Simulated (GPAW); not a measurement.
# Fe K-edge XANES of Fe3C (P6_322)

What does one-electron theory with a core hole give for the Fe K edge of Fe3C (P6_322)?

Program: GPAW 26.7.0. Level of theory: X-ray absorption from dipole matrix elements to empty bands, plane-wave PAW LDA. Results are calculated unless marked as measured.

### Step 1. The starting structure

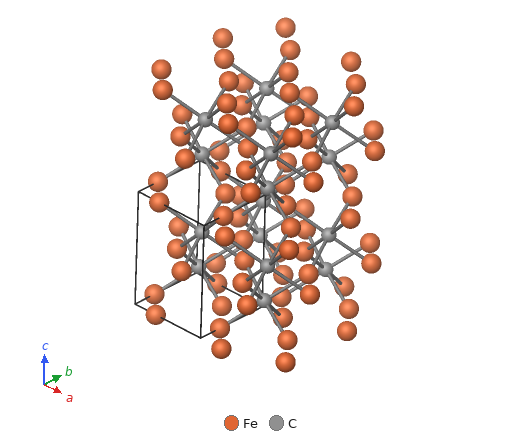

The cell as given, slightly off an axis (iron orange, carbon grey). 2×2×2 cells are drawn. Bonds to atoms that aren't drawn are left out. Some periodic images of atoms are drawn too.

As a file:

```xyz
8
Lattice="4.6619 0.0000 0.0000 -2.3310 4.0374 0.0000 0.0000 0.0000 4.3183" Properties=species:S:1:pos:R:3 pbc="T T T"
Fe    1.4740    0.0000    0.0000
Fe    0.7370    1.2765    2.1591
Fe    3.1879    0.0000    2.1591
Fe    1.5940    2.7608    0.0000
Fe   -0.7370    1.2765    0.0000
Fe   -1.5940    2.7608    2.1591
C     0.0000    2.6916    1.0796
C     2.3310    1.3458    3.2387
```

### Step 2. Ground state of the crystal

The ground state comes first: it tells whether the system has a gap, which decides how the excited electron is treated.

scf.py

```python
import numpy as np
from ase import Atoms
from ase.parallel import parprint, paropen
from gpaw import GPAW, PW, FermiDirac, Mixer, MixerDif, setup_paths
from gpaw.test import gen
setup_paths.insert(0, '.')
gen('Fe', name='nch1s', xcname='LDA', corehole=(1, 0, 0), write_xml=True)
from gpaw.mpi import world
world.barrier()

atoms = Atoms('Fe6C2',
    cell=[[4.66193467, 0, 0],
     [-2.33096734, 4.03735386, 0],
     [0, 0, 4.31826627]],
    scaled_positions=[[0.31617474, 0, 0],
     [0.31617474, 0.31617474, 0.5],
     [0.68382526, 0, 0.5],
     [0.68382526, 0.68382526, 0],
     [0, 0.31617474, 0],
     [0, 0.68382526, 0.5],
     [0.33333333, 0.66666667, 0.25],
     [0.66666667, 0.33333333, 0.75]],
    magmoms=[4.0, 4.0, 4.0, 4.0, 4.0, 4.0, 0.0, 0.0],
    pbc=True)
atoms.calc = calc = GPAW(legacy_gpaw=True, mode=PW(430), xc='LDA', setups={0: 'nch1s'},
    kpts={'size': (5, 5, 5), 'gamma': True}, occupations=FermiDirac(0.05),
    charge=0, mixer=MixerDif(0.05, 8, 50), maxiter=150,
    convergence={'density': 0.0001}, txt='scf.txt')
energy = atoms.get_potential_energy() + calc.get_reference_energy()
ef = calc.get_fermi_level()
out = dict(energy=energy, fermi=ef, forces=atoms.get_forces().tolist(), magmoms=atoms.get_magnetic_moments().tolist())
parprint(f'all-electron energy {energy:.4f} eV, Fermi level {ef:.4f} eV')
ev = np.array([[calc.get_eigenvalues(k, s) for k in range(len(calc.get_ibz_k_points()))] for s in range(calc.get_number_of_spins())])
out['homo'], out['lumo'], out['counts'] = ev[ev < ef].max(), ev[ev > ef].min(), sorted(set((ev < ef).sum((0, 2)).tolist()))
out['filled'] = (ev[:, 0] < ef).sum(1).tolist()
import json
with paropen('out.json', 'w') as f:
    json.dump(out, f)
```

Run with:

```bash
OMP_NUM_THREADS=1 mpirun -n 4 gpaw python scf.py
```

Numbers of over 12 decimals in the logs are rounded to 6 here.

Log:

```text
Input parameters:
  convergence: {density: 0.0001}
  kpts: {gamma: True,
         size: (5, 5, 5)}
  maxiter: 150
  mixer: {backend: pulay,
          beta: 0.05,
          method: difference,
          nmaxold: 8,
          weight: 50}
  mode: {ecut: 430.0,
         name: pw}
  occupations: {fixmagmom: False,
                name: fermi-dirac,
                width: 0.05}
  setups: {0: nch1s}

Initialize ...

[... PAW data sets ...]

Reference energy: -209385.241296  # eV

Spin-polarized calculation.
Initial magnetic moment: 24.000000

[... convergence settings ...]
Symmetries present (total): 1
  [... symmetry matrices ...]

125 k-points: 5 x 5 x 5 Monkhorst-Pack grid
63 k-points in the irreducible part of the Brillouin zone
       k-points in crystal coordinates                weights
   0:     0.00000000    0.00000000    0.00000000          1/125
   1:     0.00000000    0.00000000    0.20000000          2/125
   2:     0.00000000    0.00000000    0.40000000          2/125
   3:     0.00000000    0.20000000   -0.40000000          2/125
   4:     0.00000000    0.20000000   -0.20000000          2/125
   5:     0.00000000    0.20000000    0.00000000          2/125
   6:     0.00000000    0.20000000    0.20000000          2/125
   7:     0.00000000    0.20000000    0.40000000          2/125
   8:     0.00000000    0.40000000   -0.40000000          2/125
   9:     0.00000000    0.40000000   -0.20000000          2/125
          ...
  62:     0.40000000    0.40000000    0.40000000          2/125

Wave functions: Plane wave expansion
  Cutoff energy: 430.000 eV
  Number of coefficients (min, max): 1640, 1668
  Pulay-stress correction: 0.000000 eV/Ang^3 (de/decut=0.000000)
  Using FFTW library
  Wavefunction extrapolation:
    Improved wavefunction reuse through dual PAW basis

Occupation numbers: Fermi-Dirac:
  width: 0.0500  # eV

Eigensolver
   Davidson(niter=2)

Densities:
  Coarse grid: 24*24*21 grid
  Fine grid: 48*48*42 grid
  Total Charge: 0.000000

Density mixing:
  Method: difference
  Backend: pulay
  Linear mixing parameter: 0.05
  old densities: 8
  Width of damping distribution: 1.1
  Damping of long wavelength oscillations: 50

[... Hamiltonian set-up ...]
Number of atoms: 8
Number of atomic orbitals: 62
Number of bands in calculation: 52
Number of valence electrons: 56
Bands to converge: occupied

... initialized

Initializing position-dependent things.

Density initialized from atomic densities
Creating initial wave functions:
  52 bands from LCAO basis set

         Fe       C
             CFe
                   Fe
                 Fe
          Fe   Fe

Atomic positions and initial magnetic moments

Positions:
   0 Fe     1.473986    0.000000    0.000000    ( 0.0000,  0.0000,  4.0000)
   1 Fe     0.736993    1.276509    2.159133    ( 0.0000,  0.0000,  4.0000)
   2 Fe     3.187949    0.000000    2.159133    ( 0.0000,  0.0000,  4.0000)
   3 Fe     1.593974    2.760845    0.000000    ( 0.0000,  0.0000,  4.0000)
   4 Fe    -0.736993    1.276509    0.000000    ( 0.0000,  0.0000,  4.0000)
   5 Fe    -1.593974    2.760845    2.159133    ( 0.0000,  0.0000,  4.0000)
   6 C     -0.000000    2.691569    1.079567    ( 0.0000,  0.0000,  0.0000)
   7 C      2.330967    1.345785    3.238700    ( 0.0000,  0.0000,  0.0000)

Unit cell:
           periodic     x           y           z      points  spacing
  1. axis:    yes    4.661935    0.000000    0.000000    24     0.1682
  2. axis:    yes   -2.330967    4.037354    0.000000    24     0.1682
  3. axis:    yes    0.000000    0.000000    4.318266    21     0.2056

  Lengths:   4.661935   4.661935   4.318266
  Angles:   90.000000  90.000000 120.000000

Effective grid spacing dv^(1/3) = 0.1887

iter:   1   -78.990333                   +24.0330
iter:   2   -80.715347   -0.53  -1.22    +17.7148
iter:   3   -80.136889   -1.53  -1.28    +13.0154
[...]
iter:  13   -80.346795c  -4.20  -3.11    +10.8157
iter:  14   -80.346841c  -4.47  -3.42    +10.8194
iter:  15   -80.346842c  -4.96  -3.51    +10.8179
iter:  16   -80.346930c  -4.54  -3.49    +10.8169
iter:  17   -80.346969c  -4.78  -3.48    +10.8168
iter:  18   -80.346770c  -5.09  -3.44    +10.8160
iter:  19   -80.346734c  -4.81  -3.73    +10.8159
iter:  20   -80.346737c  -5.00  -4.10c   +10.8162
iter:  21   -80.346737c  -5.19  -4.31c   +10.8180
iter:  22   -80.346741c  -5.46  -4.41c   +10.8174
iter:  23   -80.346741c  -5.85  -4.47c   +10.8176
iter:  24   -80.346740c  -6.33  -4.50c   +10.8176
iter:  25   -80.346741c  -6.79  -4.58c   +10.8176
iter:  26   -80.346740c  -6.87  -4.73c   +10.8176
iter:  27   -80.346741c  -6.67  -4.95c   +10.8177
iter:  28   -80.346741c  -7.16  -5.16c   +10.8177
iter:  29   -80.346741c  -7.63c -5.36c   +10.8177

Converged after 29 iterations.

Dipole moment: (-0.000000, -0.000000, -0.000000) |e|*Ang

Total magnetic moment: (0.000000, 0.000000, 10.817721)
Local magnetic moments:
   0 Fe ( 0.000000,  0.000000,  1.836350)
   1 Fe ( 0.000000,  0.000000,  1.836243)
   2 Fe ( 0.000000,  0.000000,  1.836295)
   3 Fe ( 0.000000,  0.000000,  1.836298)
   4 Fe ( 0.000000,  0.000000,  1.836298)
   5 Fe ( 0.000000,  0.000000,  1.836243)
   6 C  ( 0.000000,  0.000000, -0.068489)
   7 C  ( 0.000000,  0.000000, -0.068489)

Energy contributions relative to reference atoms: (reference = -209385.241296)

Kinetic:        +36.806060
Potential:      -33.722123
External:        +0.000000
XC:             -84.348597
Entropy (-ST):   -0.065682
Local:           +0.950760
SIC:             +0.000000
--------------------------
Free energy:    -80.379582
Extrapolated:   -80.346741

Spin contamination: 0.392365 electrons
Showing only first 2 kpts
                      Up                     Down
 Kpt  Band  Eigenvalues  Occupancy  Eigenvalues  Occupancy
  0    26      8.80804    1.00000     10.67471    0.00000
  0    27      8.80804    1.00000     10.71328    0.00000
  0    28      8.91251    1.00000     10.71343    0.00000
  0    29      9.00829    1.00000     10.95119    0.00000

  1    26      8.71636    1.00000     10.45484    0.00001
  1    27      8.75131    1.00000     10.60919    0.00000
  1    28      8.75317    1.00000     10.65884    0.00000
  1    29      8.85951    1.00000     10.72920    0.00000

Fermi level: 9.89806

No gap
No difference between direct/indirect transitions

Forces in eV/Ang:
  0 Fe    0.38683    0.00000   -0.00000
  1 Fe    0.19351    0.33510    0.00002
  2 Fe   -0.38683   -0.00000   -0.00000
  3 Fe   -0.19351   -0.33509    0.00002
  4 Fe   -0.19351    0.33509   -0.00002
  5 Fe    0.19351   -0.33510   -0.00002
  6 C     0.00000   -0.00005   -0.00111
  7 C    -0.00000    0.00005    0.00111
Scalar-relativistic atomic LDA calculation for Fe (Iron, Z=26)
Core hole in 1s state (1s occupation: 2.0)
600 radial gridpoints.
|------------------------------------------------|
|------------------------------------------------|
[... the atom generator's iteration count ...]

Energy contributions:
-------------------------
Kinetic:    +1284.264080
XC:           -53.235167
Potential:  -2501.009771
-------------------------
Total:      -1269.980858

state      eigenvalue         ekin         rmax
-----------------------------------------------
1s^2.0 :  -256.537163   333.052433        0.038
2s^2.0 :   -30.049693    60.753742        0.223
2p^6.0 :   -25.651450    59.336601        0.180
3s^2.0 :    -3.435663    13.232265        0.701
3p^6.0 :    -2.202535    11.546501        0.712
3d^6.0 :    -0.284898     7.086297        0.707
4s^2.0 :    -0.201423     1.185406        2.391
4p^0.0 :    -0.052601     0.544936        3.296
-----------------------------------------------
(units: Bohr and Hartree)

Generating PAW setup
Kinetic energy of the core from tauc = 1248.722333274889
Cutoffs:
rc(s)=2.200
rc(p)=2.000
rc(d)=2.000
rc(vbar)=1.800
rc(comp)=2.000
rc(nct)=2.200

Kinetic energy of the core states: 1239.375486
Charge: 0.0
Core electrons: 18.0
Valence electrons: 8.0
Pseudo-core charge: 0.898909
Shape function alpha=2.500
Pseudo-electron charge 4.996357
state    eigenvalue         norm
--------------------------------
4s(2) :    -0.201423     1.027602
*s    :     0.798577
4p(0) :    -0.052601     0.991270
*p    :     0.947399
3d(6) :    -0.284898     0.340374
*d    :     0.715102
--------------------------------

Diagonalizing with gridspacing h=0.050

state   all-electron     PAW
-------------------------------
4s:      -0.201423    -0.201507
4p:      -0.052601    -0.052622
3d:      -0.284898    -0.285412
*f:                    0.070434
-------------------------------
all-electron energy -209465.5880 eV, Fermi level 9.8981 eV
```

Elapsed: 1.9 min, on 4 MPI ranks of Arm Neoverse V2, shared host; peak memory 0.33 GiB; 7.6 min of CPU time.

The mesh shows no gap, so the system is treated as a metal and the core electron is put at the Fermi level (neutral cell).

Site moments (μB): 1.84, 1.84, 1.84, 1.84, 1.84, 1.84, -0.07, -0.07.

### Step 3. Reference energy of the supercell

The photon energy needs a difference of total energies, so the cell and mesh of the coming hole run are first run without a hole.

scf.py

```python
import numpy as np
from ase import Atoms
from ase.parallel import parprint, paropen
from gpaw import GPAW, PW, FermiDirac, Mixer, MixerDif, setup_paths
from gpaw.test import gen
setup_paths.insert(0, '.')
gen('Fe', name='nch1s', xcname='LDA', corehole=(1, 0, 0), write_xml=True)
from gpaw.mpi import world
world.barrier()

atoms = Atoms('Fe18C6',
    cell=[[-2.33096734, -4.03735386, 4.31826627],
     [4.66193467, 0, 4.31826627],
     [-2.33096734, 4.03735386, 4.31826627]],
    scaled_positions=[[0.89460842, 0.21078316, 0.89460842],
     [0.22794175, 0.5441165, 0.22794175],
     [0.56127509, 0.87744983, 0.56127509],
     [0.9558835, 0.27205825, 0.27205825],
     [0.28921684, 0.60539158, 0.60539158],
     [0.62255017, 0.93872491, 0.93872491],
     [0.93872491, 0.62255017, 0.93872491],
     [0.27205825, 0.9558835, 0.27205825],
     [0.60539158, 0.28921684, 0.60539158],
     [0.5441165, 0.22794175, 0.22794175],
     [0.87744983, 0.56127509, 0.56127509],
     [0.21078316, 0.89460842, 0.89460842],
     [0.89460842, 0.89460842, 0.21078316],
     [0.22794175, 0.22794175, 0.5441165],
     [0.56127509, 0.56127509, 0.87744983],
     [0.93872491, 0.93872491, 0.62255017],
     [0.27205825, 0.27205825, 0.9558835],
     [0.60539158, 0.60539158, 0.28921684],
     [0.75, 0.08333333, 0.41666667],
     [0.08333333, 0.41666667, 0.75],
     [0.41666667, 0.75, 0.08333333],
     [0.91666667, 0.58333333, 0.25],
     [0.25, 0.91666667, 0.58333333],
     [0.58333333, 0.25, 0.91666667]],
    magmoms=[4.0, 4.0, 4.0, 4.0, 4.0, 4.0, 4.0, 4.0, 4.0, 4.0, 4.0, 4.0, 4.0, 4.0, 4.0, 4.0, 4.0, 4.0, 0.0, 0.0, 0.0, 0.0, 0.0, 0.0],
    pbc=True)
atoms.calc = calc = GPAW(legacy_gpaw=True, mode=PW(430), xc='LDA', setups={0: 'nch1s'},
    kpts={'size': (3, 3, 3), 'gamma': True}, occupations=FermiDirac(0.1),
    charge=0, mixer=MixerDif(0.05, 8, 50), maxiter=150,
    convergence={'density': 0.0001}, txt='scf.txt')
energy = atoms.get_potential_energy() + calc.get_reference_energy()
ef = calc.get_fermi_level()
out = dict(energy=energy, fermi=ef, forces=atoms.get_forces().tolist(), magmoms=atoms.get_magnetic_moments().tolist())
parprint(f'all-electron energy {energy:.4f} eV, Fermi level {ef:.4f} eV')
ev = np.array([[calc.get_eigenvalues(k, s) for k in range(len(calc.get_ibz_k_points()))] for s in range(calc.get_number_of_spins())])
out['homo'], out['lumo'], out['counts'] = ev[ev < ef].max(), ev[ev > ef].min(), sorted(set((ev < ef).sum((0, 2)).tolist()))
out['filled'] = (ev[:, 0] < ef).sum(1).tolist()
import json
with paropen('out.json', 'w') as f:
    json.dump(out, f)
```

Log:

```text
Input parameters:
  convergence: {density: 0.0001}
  kpts: {gamma: True,
         size: (3, 3, 3)}
  maxiter: 150
  mixer: {backend: pulay,
          beta: 0.05,
          method: difference,
          nmaxold: 8,
          weight: 50}
  mode: {ecut: 430.0,
         name: pw}
  occupations: {fixmagmom: False,
                name: fermi-dirac,
                width: 0.1}
  setups: {0: nch1s}

Initialize ...

[...]
*s    :     0.798577
4p(0) :    -0.052601     0.991270
*p    :     0.947399
3d(6) :    -0.284898     0.340374
*d    :     0.715102
--------------------------------

Diagonalizing with gridspacing h=0.050

state   all-electron     PAW
-------------------------------
4s:      -0.201423    -0.201507
4p:      -0.052601    -0.052622
3d:      -0.284898    -0.285412
*f:                    0.070434
-------------------------------
all-electron energy -628396.8105 eV, Fermi level 9.8862 eV
[key lines of the parts left out:]
Converged after 27 iterations.
Dipole moment: (-0.000003, -0.000004, 66.407684) |e|*Ang
Free energy:   -241.439004
Fermi level: 9.88615
```

Elapsed: 5.3 min, on 4 MPI ranks; peak memory 0.69 GiB.

Reference energy: -628396.811 eV with the cores included.

[end of part 1 of 3]

[Banner, clock and machine lines of the logs are left out without a mark of their own.]

[Logs are printed without paths, hosts, clocks, repeated set-up lines and the standing remarks that a program may print on its own settings, such as how far it seeks lower states.]

[Hosts, paths, dates, database ids (printed as entryN), source tags and the programs' standing remarks are cut or masked in the printed files.]

[Lists of maxima count a maximum above −3 eV only where it reaches 4 % of the highest in the window and stands out from its surroundings by 2 % of it (1.5 % where it reaches 55 %); shoulders and weaker maxima are passed over, and of the rest the first, up to two pre-edge ones and the few strongest are named.]
